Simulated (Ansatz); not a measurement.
Fields on a plane of FeO (rock salt)

```xyz
2
Lattice="0.0000 2.1545 2.1545 2.1545 0.0000 2.1545 2.1545 2.1545 0.0000" Properties=species:S:1:pos:R:3 pbc="T T T"
O      0.0000     0.0000     0.0000
Fe     2.1545     2.1545     2.1545
```

The slice is a {100} plane (indices of the conventional cell) through the point (0.000, 0.000, 0.000) (fractional), spanned by u = [100] and v = [0 1 -1] in vectors of this cell: u (3.05 Å) and v (3.05 Å, at 90° to u). It covers one period; positions are fractions (u, v).

Atoms on it: O at (0.00, 0.00); Fe at (0.50, 0.50).

Level of theory: PBE (plane waves to 420 eV, PAW, scalar-relativistic; Ansatz, a program for electronic structure). k mesh 19×19×19. Near the nuclei the fields are pseudised (PAW); where an atom keeps semicore shells as valence, they peak there. FeO is run spin-polarised and with no Hubbard U; the real compound is an antiferromagnetic insulator, a state that this run doesn't describe. FeO was relaxed with its symmetry unable to fall. Relaxed FeO ends ferromagnetic. The magnetic order is the one the run started from; other orders were not tried.

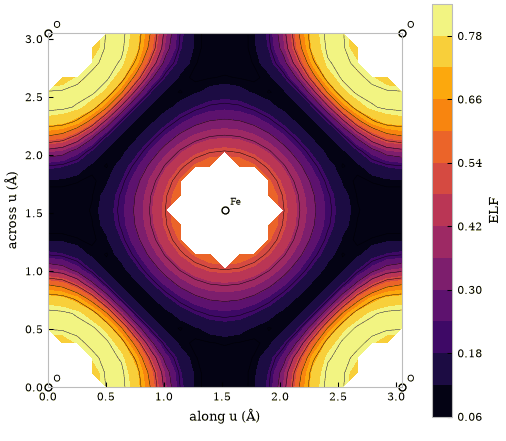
*ELF of the up spins, one period of the plane, atoms marked. Points within 0.4 Å of a nucleus are left white, as the pseudised field means little there.*

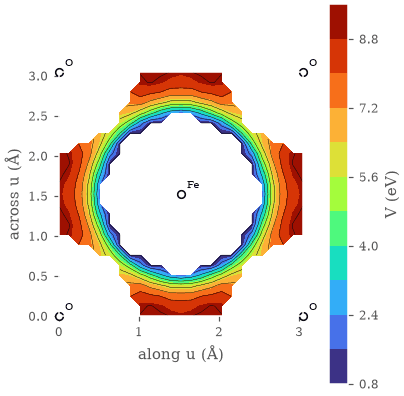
Figure: Electrostatic potential energy of an electron, from the cell's mean, in eV, one period of the plane, atoms marked. Points within 0.9 Å of a nucleus are left white, as the pseudised field means little there. Values under 1 eV are set to 1. The zero, the cell's mean, hangs on the PAW cores.

| Item | Value |
|---|---|
| Density on the O–Fe line (2.15 Å) at its midpoint | 0.40 e/Å³ |
| ELF at that point | 0.13 |
